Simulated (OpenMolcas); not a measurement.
# Single-point calculation of BH2F

- system: BH2F
- method: MC-PDFT (ftPBE)/cc-pVTZ (OpenMolcas 26.06)

A bond length was changed on purpose from its optimised value.

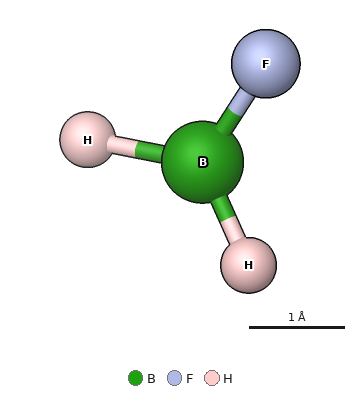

Fig. 1: The structure (ball-and-stick view, seen at a tilt). Bond lengths as drawn: B–F 1.32 Å and B–H 1.20 to 1.38 Å.

## Results in brief

```tsv
quantity	value
outcome	converged
total energy	−125.814479 hartree
basis functions	88
dipole moment	0.61 debye
hardware	1 thread of Arm Neoverse V1, 24 GiB of memory available, shared host
wall time	9.6 s
peak memory	0.48 GiB
```

## Input file
```
&GATEWAY
  BASLIB
  $CurrDir
  COORD
  4
  angstrom
  B        0.120516       0.092789      -0.063358
  F        1.209016      -0.199911       0.617342
  H       -1.012500      -0.649100       0.186200
  H        0.182016       0.986389      -0.858158
  BASIS
  cc-pVTZ
  GROUP
  NoSym

&SEWARD

&RASSCF
  FILEORB
  $CurrDir/step2.RasOrb
  SPIN
  1
  NACTEL
  12 0 0
  INACTIVE
  2
  RAS2
  10
  ORBLISTING
  Nothing

&MCPDFT
  KSDFT
  FT:PBE
```

Run as:
```bash
export MOLCAS_MEM=1860
pymolcas step8.input > step8.log
```

## The program's output
```
--- Start Module: gateway ---

                                              &GATEWAY

                       available to each process: 1.9 GB of memory, 1 thread

 Basis Set     1 Label: B.CC-PVTZ
 Basis set is read from library:.
 basistype.tbl is not found

 Basis Set     2 Label: F.CC-PVTZ
 Basis set is read from library:.
 basistype.tbl is not found

 Basis Set     3 Label: H.CC-PVTZ
 Basis set is read from library:.
 basistype.tbl is not found

++    Symmetry information:
      ---------------------

                    Character Table for C1

                             E
                    a        1  x, y, xy, Rz, z, xz, Ry, yz, Rx, I
--

++    Basis set information:
      ----------------------

      Basis set label: B.CC-PVTZ.........

      Electronic valence basis set:
      ------------------
      Associated Effective Charge   5.000000 au
      Associated Actual Charge      5.000000 au
      Nuclear Model: Point charge

      Shell  nPrim  nBasis  Cartesian Spherical Contaminant
         s      10       4        X
         p       5       3        X
         d       2       2                 X
         f       1       1                 X

      Basis set label: F.CC-PVTZ.........

      Electronic valence basis set:
      ------------------
      Associated Effective Charge   9.000000 au
      Associated Actual Charge      9.000000 au
      Nuclear Model: Point charge

      Shell  nPrim  nBasis  Cartesian Spherical Contaminant
         s      10       4        X
         p       5       3        X
         d       2       2                 X
         f       1       1                 X

      Basis set label: H.CC-PVTZ.........

      Electronic valence basis set:
      ------------------
      Associated Effective Charge   1.000000 au
      Associated Actual Charge      1.000000 au
      Nuclear Model: Point charge

      Shell  nPrim  nBasis  Cartesian Spherical Contaminant
         s       5       3        X
         p       2       2        X
         d       1       1                 X
--

++    Molecular structure info:
      -------------------------

                    ************************************************
                    **** Cartesian Coordinates / bohr, angstrom ****
                    ************************************************

     Center  Label                x              y              z                     x              y              z
        1      B1               0.227742       0.175346      -0.119729              0.120516       0.092789      -0.063358
        2      F2               2.284709      -0.377777       1.166607              1.209016      -0.199911       0.617342
        3      H3              -1.913348      -1.226621       0.351867             -1.012500      -0.649100       0.186200
        4      H4               0.343960       1.864005      -1.621684              0.182016       0.986389      -0.858158

                    ***************************************
                    *    InterNuclear Distances / bohr    *
                    ***************************************

               1 B1            2 F2            3 H3            4 H4
    1 B1       0.000000
    2 F2       2.488317        0.000000
    3 H3       2.602341        4.359819        0.000000
    4 H4       2.262950        4.070216        4.306079        0.000000

                    *******************************************
                    *    InterNuclear Distances / angstrom    *
                    *******************************************

               1 B1            2 F2            3 H3            4 H4
    1 B1       0.000000
    2 F2       1.316760        0.000000
    3 H3       1.377100        2.307117        0.000000
    4 H4       1.197502        2.153866        2.278679        0.000000

                    **************************************
                    *    Valence Bond Angles / degree    *
                    **************************************
                          Atom centers                 Phi
                      2 F2       1 B1       3 H3       117.82
                      2 F2       1 B1       4 H4       117.81
                      3 H3       1 B1       4 H4       124.37
--

            Nuclear Potential Energy             26.72308804 au

--- Stop Module: gateway /rc=_RC_ALL_IS_WELL_ ---

--- Start Module: seward ---

                                              &SEWARD

                       available to each process: 1.9 GB of memory, 1 thread

               SEWARD will generate:
                  Multipole Moment integrals up to order  2
                  Kinetic Energy integrals
                  Nuclear Attraction integrals (point charge)
                  One-Electron Hamiltonian integrals
                  Velocity integrals
                  Orbital angular momentum around (  1.3843  -0.1438   0.6110 )
                  Velocity quadrupole around (  1.3843  -0.1438   0.6110 )
                  Two-Electron Repulsion integrals

                   Integrals are discarded if absolute value <: 1.00E-14
                   Integral cutoff threshold is set to       <: 1.00E-16

            Nuclear Potential Energy             26.72308804 au

      Basis set specifications :
      Symmetry species         a
      Basis functions           88

--- Stop Module: seward /rc=_RC_ALL_IS_WELL_ ---
--- Module seward spent 2 seconds ---

--- Start Module: rasscf ---

                                              &RASSCF

                       available to each process: 1.9 GB of memory, 1 thread

      Header of the ONEINT file:
      --------------------------

      OrdInt status: non-squared

      Cartesian coordinates in angstrom:
      -----------------------------------------------------
      No.  Label        X            Y            Z
      -----------------------------------------------------
       1   B1         0.12051600   0.09278900  -0.06335800
       2   F2         1.20901600  -0.19991100   0.61734200
       3   H3        -1.01250000  -0.64910000   0.18620000
       4   H4         0.18201600   0.98638900  -0.85815800
      -----------------------------------------------------
      Nuclear repulsion energy =   26.72308804

++    Wave function specifications:
      -----------------------------

      Number of closed shell electrons           4
      Number of electrons in active shells      12
      Max number of holes in RAS1 space          0
      Max nr of electrons in RAS3 space          0
      Number of inactive orbitals                2
      Number of active orbitals                 10
      Number of secondary orbitals              76
      Spin quantum number                      0.0
      State symmetry                             1
--

++    Orbital specifications:
      -----------------------

      Symmetry species                           1
                                                 a
      Frozen orbitals                            0
      Inactive orbitals                          2
      Active orbitals                           10
      RAS1 orbitals                              0
      RAS2 orbitals                             10
      RAS3 orbitals                              0
      Secondary orbitals                        76
      Deleted orbitals                           0
      Number of basis functions                 88
--

++    CI expansion specifications:
      ----------------------------

      Number of CSFs                         13860
      Number of spin combinations            22155
      Number of determinants                 44100
      Number of root(s) required                 1
      Root chosen for geometry opt.              1
      CI root used                               1

      highest root included in the CI            1
      max. size of the explicit Hamiltonian    200
--

++    Optimization specifications:
      ----------------------------

      RASSCF algorithm: Conventional
      Maximum number of macro iterations       200
      Maximum number of SX iterations          100
      Threshold for RASSCF energy            1.000E-08
      Threshold for max MO rotation          1.000E-01
      Threshold for max BLB element          1.000E-04
      Level shift parameter                  5.000E-01
      Make Quasi-Newton update
--

      The MO-coefficients are taken from the file:
      step2.RasOrb
      Title: RASSCF average (pseudo-natural) orbitals

      Total molecular charge    0.00

      ************************************************************************************************************************
      *                                            Wave function control section                                             *
      ************************************************************************************************************************

                                         RASSCF iterations: Energy and convergence statistics
                                         ----------------------------------------------------

          iter iter root      energy       change     param      element    value   shift minimum  type update hh:mm:ss
 Nr of preliminary CI iterations:   4
        1   1    7    1  -125.48036991    0.00E+00   1.09E-03    1  11 1  6.06E-04*  0.00   0.00    SX    NO    0:00:00
        2   1    5    1  -125.48037008   -1.67E-07*  2.93E-04    8  50 1  1.50E-05   0.00   0.00    SX    NO    0:00:00
        3   1    5    1  -125.48037010   -1.90E-08* -1.16E-04   11  21 1 -7.42E-06   0.00   0.00    SX    NO    0:00:00
        4   6    6    1  -125.48037372   -3.62E-06*  8.38E-04    1  11 1 -4.22E-04*  0.00   0.00    SX    NO    0:00:00
        5   3    6    1  -125.48037381   -8.69E-08*  4.82E-04    1  11 1 -1.40E-04*  0.00   1.58    LS   YES    0:00:00
        6   3    5    1  -125.48037382   -1.36E-08*  1.60E-04    1  10 1  3.97E-05   0.00   1.01    QN   YES    0:00:00
        7   3    5    1  -125.48037383   -9.28E-09   1.97E-04    1  11 1  3.02E-05   0.00   1.97    QN   YES    0:00:00
      Convergence after  7 iterations
        8   3    5    1  -125.48037383   -5.57E-09   1.97E-04    1  11 1  1.50E-05   0.00   1.97    QN   YES    0:00:00

      ************************************************************************************************************************
                                                      Wave function printout:
                       occupation of active orbitals, and spin coupling of open shells (u,d: Spin up or down)
      ************************************************************************************************************************

      Note: transformation to natural orbitals
      has been made, which may change the order of the CSFs.

      printout of CI-coefficients larger than  0.05 for root  1
      energy=    -125.480374
      conf/sym  1111111111     Coeff  Weight
             1  2222220000  -0.97976 0.95992
            10  2222200020   0.10417 0.01085
           466  2220222000   0.06100 0.00372
           567  2u2d22ud00   0.05004 0.00250
           819  2022220200   0.05268 0.00278
          1191  2u2u22dd00   0.05091 0.00259

      Natural orbitals and occupation numbers for root  1
      sym 1:   1.999475   1.982042   1.985139   1.980360   1.999750   1.971428   0.019804   0.018266   0.030259   0.013476

      ************************************************************************************************************************
      *                                                    Final results                                                     *
      ************************************************************************************************************************

++    Final optimization conditions:
      ------------------------------

      Average CI energy                            -125.48037383
      RASSCF energy for state  1                   -125.48037383
      Super-CI energy                                -0.00000000
      RASSCF energy change                            0.00000000
      Max change in MO coefficients               3.368E-04
      Max non-diagonal density matrix element     1.974E-04
      Maximum BLB matrix element                  1.502E-05
      (orbital pair   1,  11 in symmetry   1)
      Norm of electronic gradient            2.635E-05
--

      Final state energy(ies):
      ------------------------

::    RASSCF root number  1 Total energy:   -125.48037383
      Von Neumann Entropy (Root   1) =  0.32658

      Mulliken population analysis for root number:  1
      -----------------------------------------------

++    Molecular charges:
      ------------------

      Mulliken charges per centre
      ---------------------------

                B1      F2      H3      H4
      Total    4.7553  9.1899  1.0533  1.0015

      N-E      0.2447 -0.1899 -0.0533 -0.0015

      Total electronic charge=   16.000000

      Total            charge=   -0.000000
--

      Expectation values of various properties for root number:  1
      -----------------------------------------------------------

++    Molecular properties:
      ---------------------

      Charge (e):
                      =   -0.0000
      Dipole Moment (debye):
      Origin of the operator (angstrom)=    0.7326   -0.0761    0.3233
                   X= -3.6191E-01               Y=  2.8363E-01               Z= -3.9685E-01           Total=  6.0739E-01
      Quadrupole Moment (debye*angstrom):
      Origin of the operator (angstrom)=    0.7326   -0.0761    0.3233
                  XX= -1.3375E+01              XY= -4.6119E-01              XZ= -4.8311E-01              YY= -1.2115E+01
                  YZ=  8.5721E-01              ZZ= -1.1956E+01
      In traceless form (debye*angstrom)
                  XX= -1.3398E+00              XY= -6.9178E-01              XZ= -7.2467E-01              YY=  5.5042E-01
                  YZ=  1.2858E+00              ZZ=  7.8943E-01
--

      Average orbitals are written to the RASORB file
      Natural orbitals for root   1 are written to the RASORB.1 file
      Spin density orbitals for root   1 are written to the SPDORB.1 file

--- Stop Module: rasscf /rc=_RC_ALL_IS_WELL_ ---
--- Module rasscf spent 5 seconds ---

--- Start Module: mcpdft ---

                                              &MCPDFT

                       available to each process: 1.9 GB of memory, 1 thread

 ###############################################################################
 ###    WARNING: Deprecation warning: KSDF should be replaced                ###
 ###    with FUNC keyword                                                    ###
 ###############################################################################

++    Wave function specifications:
      -----------------------------

      Number of closed shell electrons           4
      Number of electrons in active shells      12
      Max number of holes in RAS1 space          0
      Max nr of electrons in RAS3 space          0
      Number of inactive orbitals                2
      Number of active orbitals                 10
      Number of secondary orbitals              76
      Spin quantum number                      0.0
      State symmetry                             1
      Number of CSFs                         13860
      Number of RASSCF root(s) available         1
--

++    Orbital specifications:
      -----------------------

      Symmetry species                           1
                                                 a
      Frozen orbitals                            0
      Inactive orbitals                          2
      Active orbitals                           10
      RAS1 orbitals                              0
      RAS2 orbitals                             10
      RAS3 orbitals                              0
      Secondary orbitals                        76
      Deleted orbitals                           0
      Number of basis functions                 88
--

++    MCPDFT specifications:
      ----------------------

      Cholesky decomposition                     Off
      Type of calculation                        MC-PDFT
      On-Top Functional                          FT:PBE
      Exchange scaling factor                    1.00
      Correlation scaling factor                 1.00
      Wave function energy weight                0.00
--

      Numerical integration parameters
      --------------------------------
      Radial quadrature type:                         MHL
      Size of radial grid:                            75
      Lebedev angular grid:                           29
      Angular grid pruned with the crowding factor:  3.00E+00
                                 and fading factor:  6.00E+00
      Screening threshold for integral computation:   1.00E-11
      Radial quadrature accuracy:                     1.00E-25
      Maximum batch size:                             128
      AO values are stored on disk

++    DFT functional specifications:
      ------------------------------
      Using Libxc version: 6.2.2
      Please cite the following reference:
      S. Lehtola, C. Steigemann, M. J.T. Oliveira, and M. A.L. Marques.,  SoftwareX 7, 1–5 (2018) doi:10.1016/j.softx.2017.11.002

      * Perdew, Burke & Ernzerhof
        - J. P. Perdew, K. Burke, and M. Ernzerhof.,  Phys. Rev. Lett. 77, 3865 (1996) doi:10.1103/PhysRevLett.77.3865
        - J. P. Perdew, K. Burke, and M. Ernzerhof.,  Phys. Rev. Lett. 78, 1396 (1997) doi:10.1103/PhysRevLett.78.1396
      * Perdew, Burke & Ernzerhof
        - J. P. Perdew, K. Burke, and M. Ernzerhof.,  Phys. Rev. Lett. 77, 3865 (1996) doi:10.1103/PhysRevLett.77.3865
        - J. P. Perdew, K. Burke, and M. Ernzerhof.,  Phys. Rev. Lett. 78, 1396 (1997) doi:10.1103/PhysRevLett.78.1396
--
   File JOBOLD not found -- use JOBIPH.
      The MO-coefficients are taken from the file:
      JOBIPH
 Reference MC-SCF energies taken from JOBIPH

++    MC-PDFT RESULTS, STATE 0001
      ---------------------------

      MCSCF reference energy                                             -125.48037383

      Integrated total density:                                                 16.000
      Integrated alpha density before functional transformation:                 8.000
      Integrated  beta density before functional transformation:                 8.000
      Integrated alpha density  after functional transformation:                 9.660
      Integrated  beta density  after functional transformation:                 6.340
      Integrated alpha tau     before functional transformation:                 0.000
      Integrated  beta tau     before functional transformation:                 0.000
      Integrated alpha tau      after functional transformation:                 0.000
      Integrated  beta tau      after functional transformation:                 0.000
      NOTE:
      Densities after transformation are intermediate quantities
      and should not be interpreted as real spin densities

      Exchange energy scaling factor                                          1.000000
      Correlation energy scaling factor                                       1.000000

      Integrated alpha exchange energy                                       -8.934293
      Integrated beta  exchange energy                                       -5.762425
      Integrated  correlation   energy                                       -0.491518

      Nuclear Repulsion energy                                             26.72308804
      CASSCF contribution energy                                         -110.62624284
      On-top energy                                                       -15.18823600

      Total MCPDFT energy for state   1                                  -125.81447884
--

::    MCPDFT root number  1 Total energy:   -125.81447884

--- Stop Module: mcpdft /rc=_RC_ALL_IS_WELL_ ---
--- Module mcpdft spent 1 second ---

.##################.
.# Happy landing! #.
.##################.

    Timing: Wall=9.17 User=7.60 System=1.57
```
